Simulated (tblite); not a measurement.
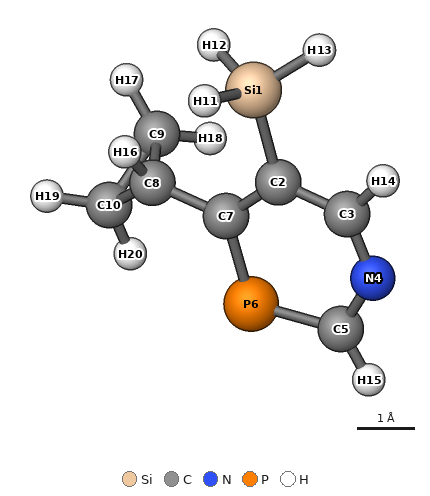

*The starting structure (ball-and-stick view, seen at a tilt; atoms are numbered from 1 in the order of the input).*

Bond lengths as drawn: C–C 1.38 to 1.54 Å, C–H 1.07 to 1.12 Å, C–N 1.31 to 1.33 Å, C–P 1.76 Å, C–Si 1.85 Å and H–Si 1.45 to 1.49 Å.

## Geometry relaxation, with input and output: C$_{7}$H$_{10}$NPSi (part 1 of 3)

- system: C$_{7}$H$_{10}$NPSi, SMILES [SiH3]c1cncpc1C1CC1
- method: GFN2-xTB geometry optimisation, gas phase (tblite 0.8.0)

## Output
```
step      E/eV     max force
  0    -739.35605    3.655
  1    -739.73951    1.488
  2    -739.95074    1.333
  3    -740.00836    0.950
  4    -740.05232    0.412
  5    -740.07282    0.379
  6    -740.08739    0.243
  7    -740.09688    0.238
  8    -740.10415    0.208
  9    -740.10819    0.144
 10    -740.11035    0.106
 11    -740.11191    0.097
 12    -740.11357    0.092
 13    -740.11516    0.092
 14    -740.11643    0.075
 15    -740.11743    0.069
 16    -740.11848    0.079
 17    -740.11981    0.090
 18    -740.12141    0.139
 19    -740.12304    0.143
 20    -740.12452    0.101
 21    -740.12587    0.084
 22    -740.12712    0.072
 23    -740.12812    0.071
 24    -740.12896    0.069
 25    -740.12982    0.070
 26    -740.13082    0.083
 27    -740.13190    0.085
 28    -740.13287    0.063
 29    -740.13362    0.067
 30    -740.13424    0.072
 31    -740.13481    0.063
 32    -740.13530    0.053
 33    -740.13570    0.049
 34    -740.13608    0.047
 35    -740.13648    0.047
 36    -740.13683    0.040
 37    -740.13711    0.032
 38    -740.13741    0.045
 39    -740.13784    0.061
 40    -740.13847    0.063
 41    -740.13914    0.068
 42    -740.13964    0.055
 43    -740.14001    0.040
 44    -740.14043    0.050
 45    -740.14099    0.060
 46    -740.14164    0.067
 47    -740.14219    0.058
 48    -740.14266    0.047
 49    -740.14315    0.050
 50    -740.14370    0.052
 51    -740.14417    0.045
 52    -740.14451    0.032
 53    -740.14479    0.036
 54    -740.14512    0.045
 55    -740.14555    0.047
 56    -740.14601    0.049
 57    -740.14642    0.052
 58    -740.14679    0.041
 59    -740.14722    0.046
 60    -740.14761    0.044
 61    -740.14793    0.042
 62    -740.14823    0.050
 63    -740.14854    0.050
 64    -740.14890    0.047
 65    -740.14932    0.049
 66    -740.14974    0.049
 67    -740.15010    0.038
 68    -740.15040    0.037
 69    -740.15068    0.036
 70    -740.15096    0.041
 71    -740.15124    0.040
 72    -740.15150    0.037
 73    -740.15176    0.040
 74    -740.15204    0.060
 75    -740.15244    0.065
 76    -740.15304    0.061
 77    -740.15396    0.083
 78    -740.15461    0.079
 79    -740.15524    0.043
 80    -740.15561    0.052
 81    -740.15594    0.060
 82    -740.15631    0.056
 83    -740.15681    0.046
 84    -740.15732    0.050
 85    -740.15769    0.048
 86    -740.15804    0.045
 87    -740.15840    0.043
 88    -740.15898    0.042
 89    -740.15958    0.058
 90    -740.16033    0.056
 91    -740.16083    0.053
 92    -740.16099    0.072
 93    -740.16155    0.068
 94    -740.16195    0.050
 95    -740.16280    0.047
 96    -740.16335    0.045
 97    -740.16426    0.086
 98    -740.16553    0.069
 99    -740.16383    0.233
100    -740.16743    0.104
101    -740.16822    0.083
102    -740.16839    0.213
103    -740.17059    0.085
104    -740.17167    0.087
105    -740.17480    0.082
106    -740.17692    0.097
107    -740.17901    0.113
108    -740.18046    0.099
109    -740.18229    0.126
110    -740.18420    0.095
111    -740.18600    0.121
112    -740.18744    0.080
113    -740.18884    0.084
114    -740.19013    0.066
115    -740.19105    0.058
116    -740.19182    0.048
117    -740.19233    0.055
118    -740.19271    0.052
119    -740.19302    0.043
120    -740.19331    0.032
121    -740.19355    0.032
122    -740.19371    0.025
123    -740.19382    0.023
124    -740.19392    0.019
125    -740.19400    0.018
126    -740.19406    0.014
127    -740.19410    0.014
128    -740.19412    0.013
129    -740.19415    0.013
130    -740.19419    0.015
131    -740.19423    0.016
132    -740.19428    0.014
133    -740.19432    0.012
134    -740.19434    0.011
135    -740.19436    0.009
```

## Trajectory as extended XYZ (Å, eV, eV/Å), 24 of the 136 frames kept, from step=0 to step=135
```
20
Properties=species:S:1:pos:R:3:forces:R:3 step=0 energy=-739.35605
Si    1.3391    1.9061   -0.1622    0.0920   1.1420   0.3740
C     1.1741    0.0689    0.0084   -0.0010   0.8450   0.1110
C     2.3024   -0.7220   -0.1727   -0.3730  -0.3000  -0.0900
N     2.3485   -2.0260   -0.0943    1.6180  -1.5270  -0.0880
C     1.3911   -2.8995    0.2091   -0.3020   3.6250  -0.3590
P    -0.1831   -2.1777    0.5028   -1.8580  -1.4600   0.5670
C    -0.0657   -0.4280    0.3391    0.6000  -1.2940   0.4220
C    -1.2565    0.4184    0.5553    0.2570   0.8030  -1.0240
C    -2.0330    0.6248   -0.7535   -0.5520  -0.3660   0.5970
C    -2.6486   -0.1247    0.4278    0.0340   1.1530   0.1520
H     1.4791    2.5248    1.1817   -0.0910  -0.1750  -0.2300
H     0.1535    2.4504   -0.8171    0.0310   0.0700  -0.1080
H     2.5193    2.2655   -0.9158    0.2740  -0.0150  -0.2180
H     3.2228   -0.1902   -0.4326   -0.1150  -0.5450   0.0690
H     1.5805   -3.9491    0.2429    0.1490  -0.1660  -0.0150
H    -1.0652    1.3882    1.0628   -0.1860  -0.9860   0.0620
H    -2.4158    1.6476   -0.9481    0.3880  -1.0070  -0.1470
H    -1.7080   -0.0078   -1.6021   -0.4020   0.7880   0.4920
H    -3.4075    0.4479    1.0288    0.6650  -1.0280  -0.7550
H    -2.7322   -1.2067    0.3369   -0.2280   0.4430   0.1860
20
Properties=species:S:1:pos:R:3:forces:R:3 step=6 energy=-740.08739
Si    1.3501    1.9468   -0.1549    0.0060  -0.0180   0.0630
C     1.1788    0.0615    0.0341    0.0330   0.2070   0.0090
C     2.3077   -0.7277   -0.1792    0.0540   0.1590   0.0450
N     2.3998   -2.0380   -0.0957    0.0160   0.0380  -0.0320
C     1.3544   -2.7667    0.1994   -0.0370   0.1500   0.0340
P    -0.2723   -2.2408    0.5317   -0.2200   0.0920   0.0470
C    -0.0482   -0.5051    0.3685    0.0460   0.0810  -0.0600
C    -1.2146    0.4088    0.4997   -0.1030  -0.0160   0.0310
C    -2.0481    0.6117   -0.7426    0.0330  -0.0300  -0.0080
C    -2.6172   -0.1041    0.4386   -0.1250  -0.0340  -0.0880
H     1.4708    2.5275    1.1944   -0.0340  -0.0480  -0.1240
H     0.1596    2.4715   -0.8357    0.1680   0.0280  -0.0030
H     2.5484    2.2626   -0.9382   -0.0540  -0.0790   0.0470
H     3.2346   -0.2359   -0.4366    0.1280   0.0360  -0.0570
H     1.5527   -3.8277    0.2393   -0.0440  -0.2280   0.0180
H    -1.0560    1.3053    1.0891    0.1610  -0.1320   0.1010
H    -2.4041    1.6043   -0.9765    0.0240  -0.0320   0.0140
H    -1.7540    0.0332   -1.6041   -0.1170  -0.0380  -0.0960
H    -3.3907    0.3924    1.0062    0.0940   0.0060   0.0630
H    -2.7568   -1.1690    0.3595   -0.0300  -0.1410  -0.0050
20
Properties=species:S:1:pos:R:3:forces:R:3 step=12 energy=-740.11357
Si    1.3561    1.9546   -0.1514    0.0080  -0.0570   0.0120
C     1.1869    0.0784    0.0405    0.0040   0.0180  -0.0230
C     2.3171   -0.7098   -0.1729   -0.0270  -0.0120   0.0050
N     2.3878   -2.0243   -0.0945    0.0300  -0.0020   0.0030
C     1.3416   -2.7508    0.2069   -0.0120   0.0460   0.0010
P    -0.2883   -2.2241    0.5362    0.0240  -0.0020  -0.0090
C    -0.0419   -0.4978    0.3586    0.0270  -0.0110  -0.0390
C    -1.2177    0.3978    0.4913   -0.0010  -0.0240   0.0280
C    -2.0550    0.6025   -0.7467    0.0290   0.0320   0.0060
C    -2.6230   -0.1188    0.4292    0.0240   0.0020   0.0700
H     1.4632    2.5285    1.1896   -0.0040   0.0510   0.0510
H     0.1904    2.4890   -0.8476   -0.0060   0.0680  -0.0590
H     2.5521    2.2429   -0.9336    0.0900  -0.0170  -0.0120
H     3.2527   -0.2324   -0.4443   -0.0310  -0.0050   0.0240
H     1.5300   -3.8194    0.2420   -0.0060  -0.0380   0.0090
H    -1.0297    1.2675    1.1131   -0.0540  -0.0080  -0.0410
H    -2.4006    1.5969   -0.9752   -0.0650   0.0640   0.0070
H    -1.7845    0.0289   -1.6196   -0.0150  -0.0520  -0.0370
H    -3.3728    0.3866    1.0186    0.0020  -0.0160   0.0350
H    -2.7694   -1.1856    0.3568   -0.0150  -0.0360  -0.0300
20
Properties=species:S:1:pos:R:3:forces:R:3 step=18 energy=-740.12141
Si    1.3684    1.9648   -0.1519    0.0140  -0.0310  -0.0310
C     1.1879    0.0856    0.0295   -0.0070  -0.0310   0.0140
C     2.3171   -0.7080   -0.1713    0.0050  -0.0140  -0.0130
N     2.3913   -2.0230   -0.0899   -0.0520   0.0140   0.0210
C     1.3428   -2.7486    0.2090   -0.0220  -0.0350  -0.0060
P    -0.2880   -2.2207    0.5314    0.0650  -0.0120  -0.0340
C    -0.0388   -0.4968    0.3420   -0.0160   0.0230   0.0330
C    -1.2189    0.3880    0.4859   -0.0120   0.0510  -0.0530
C    -2.0641    0.6046   -0.7438   -0.1310  -0.0450   0.0060
C    -2.6221   -0.1302    0.4343   -0.0150  -0.0020  -0.0030
H     1.4555    2.5483    1.1928   -0.0030  -0.0110  -0.0500
H     0.2245    2.5266   -0.8749    0.0590  -0.0070   0.0080
H     2.5881    2.2187   -0.9207   -0.0010  -0.0030   0.0580
H     3.2526   -0.2292   -0.4346    0.0260  -0.0030   0.0080
H     1.5193   -3.8221    0.2487    0.0480   0.0620  -0.0020
H    -1.0443    1.2587    1.1071    0.0240   0.0260   0.0120
H    -2.4241    1.5994   -0.9632    0.0200  -0.0420   0.0090
H    -1.8147    0.0210   -1.6200   -0.0090   0.0650   0.0230
H    -3.3587    0.3694    1.0458   -0.0110  -0.0310  -0.0070
H    -2.7789   -1.1958    0.3409    0.0180   0.0270   0.0090
20
Properties=species:S:1:pos:R:3:forces:R:3 step=23 energy=-740.12812
Si    1.3866    1.9602   -0.1595    0.0120   0.0420   0.0020
C     1.1856    0.0856    0.0213    0.0040   0.0150   0.0150
C     2.3188   -0.7061   -0.1715   -0.0040   0.0000   0.0310
N     2.3917   -2.0188   -0.0822    0.0400  -0.0200  -0.0120
C     1.3430   -2.7472    0.2073    0.0220   0.0150   0.0060
P    -0.2872   -2.2202    0.5167   -0.0450   0.0230  -0.0120
C    -0.0434   -0.4925    0.3314   -0.0140   0.0000  -0.0430
C    -1.2275    0.3900    0.4733   -0.0040  -0.0150   0.0190
C    -2.1006    0.6015   -0.7387    0.0550   0.0340  -0.0040
C    -2.6284   -0.1414    0.4438   -0.0040  -0.0020  -0.0020
H     1.4463    2.5643    1.1750    0.0030  -0.0280   0.0150
H     0.2816    2.5630   -0.9039   -0.0140  -0.0450  -0.0360
H     2.6331    2.1939   -0.8853    0.0380   0.0040   0.0120
H     3.2613   -0.2308   -0.4208   -0.0330   0.0030  -0.0030
H     1.5313   -3.8162    0.2556    0.0090  -0.0120  -0.0030
H    -1.0548    1.2620    1.0956    0.0290  -0.0060  -0.0200
H    -2.4549    1.5978   -0.9496   -0.0430   0.0220   0.0100
H    -1.8522    0.0302   -1.6211   -0.0350  -0.0020  -0.0200
H    -3.3559    0.3402    1.0783   -0.0430   0.0020  -0.0140
H    -2.7797   -1.2046    0.3313    0.0280  -0.0300   0.0580
20
Properties=species:S:1:pos:R:3:forces:R:3 step=29 energy=-740.13362
Si    1.4081    1.9655   -0.1671   -0.0090  -0.0470   0.0240
C     1.1848    0.0909    0.0203   -0.0040   0.0010  -0.0270
C     2.3183   -0.7039   -0.1616   -0.0010   0.0260  -0.0330
N     2.3970   -2.0163   -0.0749    0.0050   0.0280   0.0270
C     1.3471   -2.7451    0.2081   -0.0010   0.0180  -0.0160
P    -0.2890   -2.2172    0.4920   -0.0160  -0.0050  -0.0170
C    -0.0497   -0.4876    0.3096    0.0150  -0.0050   0.0260
C    -1.2354    0.3925    0.4636    0.0190   0.0110  -0.0160
C    -2.1257    0.6059   -0.7348   -0.0330  -0.0210  -0.0070
C    -2.6345   -0.1485    0.4497    0.0400  -0.0040   0.0540
H     1.4398    2.5630    1.1708   -0.0110   0.0020   0.0150
H     0.3232    2.5633   -0.9464    0.0150  -0.0430  -0.0170
H     2.6861    2.1781   -0.8468   -0.0120   0.0160   0.0090
H     3.2580   -0.2258   -0.4108    0.0190   0.0130   0.0080
H     1.5422   -3.8124    0.2606   -0.0340  -0.0240   0.0080
H    -1.0466    1.2652    1.0800   -0.0140   0.0020  -0.0070
H    -2.4971    1.6001   -0.9297   -0.0180   0.0060   0.0190
H    -1.8984    0.0440   -1.6281    0.0120  -0.0110  -0.0260
H    -3.3698    0.3161    1.0893    0.0220   0.0330  -0.0050
H    -2.7634   -1.2172    0.3530    0.0060   0.0050  -0.0200
20
Properties=species:S:1:pos:R:3:forces:R:3 step=35 energy=-740.13648
Si    1.4170    1.9620   -0.1634   -0.0030  -0.0070  -0.0120
C     1.1846    0.0908    0.0117    0.0170  -0.0020   0.0130
C     2.3208   -0.7001   -0.1633    0.0110  -0.0160   0.0200
N     2.4022   -2.0118   -0.0638   -0.0290  -0.0050  -0.0100
C     1.3475   -2.7399    0.2046   -0.0190  -0.0110   0.0050
P    -0.2937   -2.2151    0.4700    0.0330  -0.0080  -0.0230
C    -0.0508   -0.4855    0.3003    0.0100   0.0090  -0.0230
C    -1.2346    0.3961    0.4552    0.0010   0.0070  -0.0020
C    -2.1409    0.6031   -0.7333   -0.0190  -0.0040   0.0050
C    -2.6293   -0.1526    0.4604   -0.0180   0.0100  -0.0360
H     1.4298    2.5610    1.1739   -0.0270   0.0050   0.0080
H     0.3494    2.5432   -0.9758   -0.0130  -0.0040  -0.0070
H     2.7062    2.1768   -0.8207   -0.0030   0.0150   0.0120
H     3.2614   -0.2182   -0.4032    0.0080  -0.0120   0.0010
H     1.5355   -3.8093    0.2650    0.0010   0.0190  -0.0010
H    -1.0458    1.2710    1.0676    0.0070   0.0160  -0.0010
H    -2.5257    1.5964   -0.9122    0.0150  -0.0220  -0.0130
H    -1.9218    0.0490   -1.6352   -0.0010   0.0060   0.0320
H    -3.3649    0.3162    1.0974    0.0410  -0.0180   0.0150
H    -2.7520   -1.2222    0.3615   -0.0130   0.0240   0.0170
20
Properties=species:S:1:pos:R:3:forces:R:3 step=41 energy=-740.13914
Si    1.4226    1.9603   -0.1616    0.0030   0.0550   0.0050
C     1.1950    0.0917    0.0117   -0.0100   0.0030  -0.0090
C     2.3299   -0.7023   -0.1557   -0.0080  -0.0070  -0.0230
N     2.4029   -2.0137   -0.0579    0.0330  -0.0200   0.0210
C     1.3428   -2.7378    0.1989    0.0160  -0.0100  -0.0210
P    -0.2996   -2.2095    0.4291   -0.0280   0.0050   0.0000
C    -0.0478   -0.4787    0.2766   -0.0090  -0.0090   0.0240
C    -1.2308    0.4029    0.4404    0.0060  -0.0110  -0.0040
C    -2.1615    0.6019   -0.7311    0.0430   0.0110  -0.0080
C    -2.6233   -0.1535    0.4693    0.0030   0.0020   0.0440
H     1.3915    2.5622    1.1758   -0.0310   0.0060  -0.0250
H     0.3724    2.5181   -1.0140    0.0000   0.0060   0.0130
H     2.7283    2.1883   -0.7803    0.0020   0.0100   0.0110
H     3.2737   -0.2243   -0.3911    0.0030  -0.0100   0.0140
H     1.5293   -3.8057    0.2702   -0.0010  -0.0180  -0.0100
H    -1.0415    1.2824    1.0477    0.0230  -0.0270  -0.0110
H    -2.5534    1.5917   -0.9070    0.0040   0.0130  -0.0190
H    -1.9468    0.0476   -1.6320   -0.0230  -0.0230  -0.0230
H    -3.3376    0.3111    1.1294   -0.0470   0.0410   0.0260
H    -2.7514   -1.2219    0.3787    0.0210  -0.0180  -0.0050
20
Properties=species:S:1:pos:R:3:forces:R:3 step=47 energy=-740.14219
Si    1.4231    1.9660   -0.1607   -0.0150  -0.0470   0.0070
C     1.2046    0.0919    0.0072   -0.0120  -0.0170  -0.0040
C     2.3365   -0.7092   -0.1535    0.0050   0.0150   0.0370
N     2.4071   -2.0210   -0.0457   -0.0060   0.0120  -0.0220
C     1.3401   -2.7436    0.1852    0.0050   0.0100   0.0160
P    -0.3049   -2.2086    0.3867   -0.0040  -0.0110   0.0060
C    -0.0419   -0.4773    0.2637   -0.0130  -0.0160  -0.0350
C    -1.2231    0.4058    0.4302    0.0140   0.0090   0.0020
C    -2.1697    0.5984   -0.7295   -0.0110  -0.0060   0.0020
C    -2.6183   -0.1431    0.4873    0.0310  -0.0010   0.0020
H     1.3318    2.5702    1.1724   -0.0080   0.0120  -0.0150
H     0.3790    2.4937   -1.0396    0.0150   0.0250  -0.0050
H     2.7428    2.2158   -0.7394   -0.0090   0.0000   0.0150
H     3.2872   -0.2376   -0.3740   -0.0050   0.0140  -0.0020
H     1.5220   -3.8119    0.2659    0.0010  -0.0080  -0.0230
H    -1.0195    1.2880    1.0269    0.0000   0.0180   0.0000
H    -2.5620    1.5866   -0.9163    0.0220   0.0120   0.0230
H    -1.9763    0.0338   -1.6301   -0.0090  -0.0310   0.0220
H    -3.3223    0.3262    1.1596    0.0220  -0.0030  -0.0540
H    -2.7413   -1.2135    0.4006   -0.0220   0.0150   0.0290
20
Properties=species:S:1:pos:R:3:forces:R:3 step=53 energy=-740.14479
Si    1.4221    1.9623   -0.1597   -0.0070  -0.0040  -0.0060
C     1.2085    0.0870    0.0002    0.0090   0.0100   0.0140
C     2.3436   -0.7121   -0.1432   -0.0050   0.0010  -0.0100
N     2.4110   -2.0245   -0.0371   -0.0160   0.0100  -0.0010
C     1.3393   -2.7462    0.1751   -0.0070  -0.0020  -0.0180
P    -0.3101   -2.2126    0.3496    0.0260  -0.0020   0.0040
C    -0.0418   -0.4811    0.2402    0.0180   0.0000   0.0250
C    -1.2142    0.4091    0.4168   -0.0100  -0.0210   0.0080
C    -2.1818    0.5925   -0.7266   -0.0190  -0.0170   0.0000
C    -2.6083   -0.1366    0.5049   -0.0310   0.0110  -0.0150
H     1.2735    2.5840    1.1593    0.0030  -0.0070   0.0150
H     0.4069    2.4888   -1.0721    0.0050   0.0060  -0.0240
H     2.7592    2.2310   -0.6871   -0.0020  -0.0220   0.0080
H     3.2967   -0.2404   -0.3537   -0.0090   0.0090   0.0130
H     1.5171   -3.8159    0.2520    0.0080   0.0070  -0.0140
H    -0.9995    1.2966    1.0030    0.0000  -0.0080  -0.0240
H    -2.5685    1.5838   -0.9110    0.0050  -0.0210  -0.0070
H    -2.0162    0.0111   -1.6219    0.0240   0.0150  -0.0010
H    -3.3046    0.3412    1.1773    0.0160   0.0140   0.0090
H    -2.7381   -1.2072    0.4308   -0.0060   0.0190   0.0230
20
Properties=species:S:1:pos:R:3:forces:R:3 step=59 energy=-740.14722
Si    1.4174    1.9613   -0.1593    0.0150   0.0290   0.0050
C     1.2112    0.0866    0.0013   -0.0130  -0.0020   0.0050
C     2.3481   -0.7104   -0.1321   -0.0010   0.0010  -0.0020
N     2.4137   -2.0232   -0.0336    0.0170  -0.0040  -0.0070
C     1.3400   -2.7486    0.1528    0.0090  -0.0030  -0.0080
P    -0.3108   -2.2174    0.3101   -0.0120  -0.0140   0.0140
C    -0.0398   -0.4856    0.2258   -0.0210   0.0020  -0.0010
C    -1.2101    0.4046    0.4025    0.0020   0.0340  -0.0160
C    -2.2001    0.5777   -0.7244    0.0330   0.0020  -0.0070
C    -2.6064   -0.1270    0.5259    0.0070  -0.0050   0.0170
H     1.2096    2.5917    1.1481   -0.0040  -0.0040   0.0080
H     0.4515    2.4847   -1.1273    0.0060  -0.0180   0.0030
H     2.7784    2.2307   -0.6174    0.0200  -0.0140  -0.0080
H     3.3038   -0.2363   -0.3220    0.0060   0.0090   0.0030
H     1.5190   -3.8184    0.2246    0.0050   0.0040  -0.0220
H    -0.9807    1.3048    0.9603   -0.0050   0.0220   0.0350
H    -2.5792    1.5715   -0.9088   -0.0090  -0.0140  -0.0310
H    -2.0483   -0.0096   -1.6174   -0.0090  -0.0220  -0.0060
H    -3.2790    0.3705    1.2061   -0.0280   0.0280   0.0240
H    -2.7435   -1.1967    0.4817   -0.0160  -0.0330  -0.0050
20
Properties=species:S:1:pos:R:3:forces:R:3 step=65 energy=-740.14932
Si    1.4141    1.9620   -0.1558    0.0060  -0.0130   0.0110
C     1.2063    0.0862    0.0098   -0.0010   0.0100  -0.0170
C     2.3458   -0.7062   -0.1299    0.0000   0.0090   0.0300
N     2.4151   -2.0196   -0.0455    0.0100   0.0000  -0.0280
C     1.3436   -2.7494    0.1377    0.0050   0.0130   0.0060
P    -0.3071   -2.2239    0.3233   -0.0090   0.0480  -0.0040
C    -0.0430   -0.4893    0.2367    0.0030   0.0190   0.0160
C    -1.2103    0.4076    0.4073   -0.0090  -0.0350   0.0230
C    -2.1922    0.5664   -0.7274   -0.0130   0.0020   0.0040
C    -2.6110   -0.1171    0.5322    0.0200   0.0070   0.0120
H     1.1975    2.5904    1.1521    0.0100   0.0020  -0.0170
H     0.4560    2.4830   -1.1333    0.0090  -0.0160   0.0140
H     2.7791    2.2172   -0.6124    0.0060   0.0050   0.0070
H     3.2999   -0.2246   -0.3107    0.0010  -0.0130  -0.0060
H     1.5280   -3.8193    0.1886   -0.0140  -0.0030  -0.0100
H    -0.9792    1.3117    0.9622   -0.0220  -0.0340  -0.0270
H    -2.5677    1.5568   -0.9337   -0.0160   0.0100  -0.0130
H    -2.0393   -0.0344   -1.6120    0.0030  -0.0300   0.0240
H    -3.2808    0.4009    1.2030   -0.0020  -0.0180  -0.0240
H    -2.7599   -1.1878    0.5050    0.0130   0.0370  -0.0010
```
